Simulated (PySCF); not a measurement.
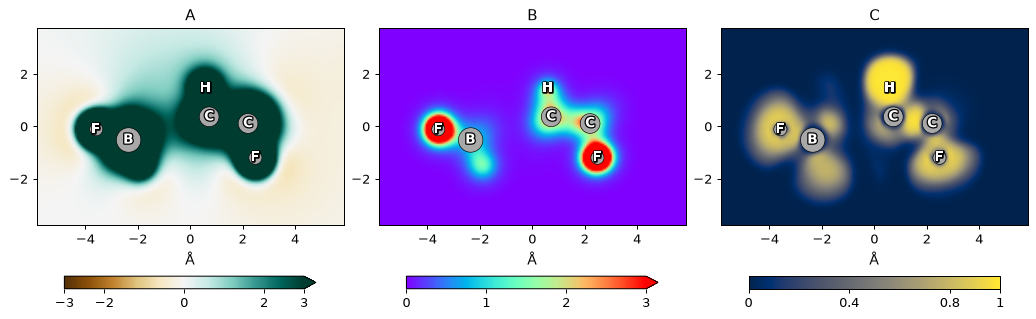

C4H6BF5 (SMILES FB(F)CCCC(F)(F)F): 3 fields on the plane of atoms C6, C7 and F8, with unlabelled colour scales. Grey discs cover the atomic cores.

Geometry: PBE0-D3(BJ)/def2-SVP.

Level of theory: PBE0/pcSseg-1, SCF density, gas phase, non-relativistic in PySCF.

```yaml
atoms:
  - { symbol: F, position_ang: [3.4513, -0.1736, -0.8573] }
  - { symbol: B, position_ang: [2.3655, 0.1892, -0.1970] }
  - { symbol: F, position_ang: [2.1719, 1.4907, -0.0640] }
  - { symbol: C, position_ang: [1.3897, -0.8626, 0.4234] }
  - { symbol: C, position_ang: [0.0383, -0.3317, 0.8904] }
  - { symbol: C, position_ang: [-0.8313, 0.1464, -0.2638] }
  - { symbol: C, position_ang: [-2.2012, 0.5947, 0.1700] }
  - { symbol: F, position_ang: [-2.1404, 1.5975, 1.0536] }
  - { symbol: F, position_ang: [-2.9245, 1.0208, -0.8700] }
  - { symbol: F, position_ang: [-2.8841, -0.4006, 0.7504] }
  - { symbol: H, position_ang: [1.2714, -1.7032, -0.2825] }
  - { symbol: H, position_ang: [1.9399, -1.3004, 1.2780] }
  - { symbol: H, position_ang: [-0.5045, -1.1141, 1.4437] }
  - { symbol: H, position_ang: [0.1822, 0.5035, 1.5942] }
  - { symbol: H, position_ang: [-0.3642, 0.9961, -0.7853] }
  - { symbol: H, position_ang: [-0.9799, -0.6549, -1.0048] }
```

Which field does each panel show? The fields are: electron density, electron localisation function and electrostatic potential.

Answer. Panel A: electrostatic potential (strongly positive close to the atoms, with negative regions outside electron-rich atoms). Panel B: electron density. Panel C: electron localisation function. From the grid: B–F (1.32 Å): the density is about 2.2 e/Å³ at the midpoint; the ELF peaks at about 0.85 between the atoms: a shared but strongly polarised pair. C–F (1.34 Å): the density is about 2.4 e/Å³ at the midpoint; the ELF peaks at about 0.85 between the atoms; a polar covalent bond.
